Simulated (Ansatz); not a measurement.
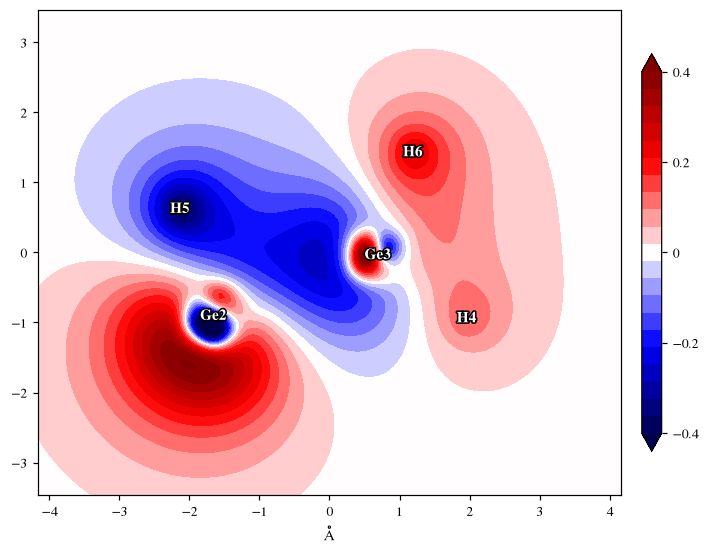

Figure 1: BrGe$_{2}$H$_{3}$ (SMILES [GeH-]1[GeH2][Br+]1). One frontier orbital on the plane of atoms Ge2, Ge3 and H4 (values in Å⁻³ᐟ²; the overall sign is arbitrary).

Geometry: B3LYP-D3(BJ)/def2-SVP.

These are results of isolated molecule in a Gaussian basis; Kohn-Sham density functional theory, functional PBE0 (Ansatz 0.2.0), not measurements.

```yaml
atoms:
  - { symbol: Br, position_ang: [0.8691, 0.9500, 0.6180] }
  - { symbol: Ge, position_ang: [0.3352, -1.0682, -1.1624] }
  - { symbol: Ge, position_ang: [-0.8586, -0.8025, 1.0222] }
  - { symbol: H, position_ang: [-0.3692, -1.4173, 2.3592] }
  - { symbol: H, position_ang: [-0.7978, -0.1377, -1.8103] }
  - { symbol: H, position_ang: [-2.1161, 0.0461, 1.3447] }
```

Q: Which orbital is it: HOMO or LUMO?

A: The HOMO, at −6.94 eV. Its weight (Hirshfeld) is mainly on Ge2 (about 55 %), Ge3 (about 20 %), H5 (about 10 %) and Br1 (about 10 %).
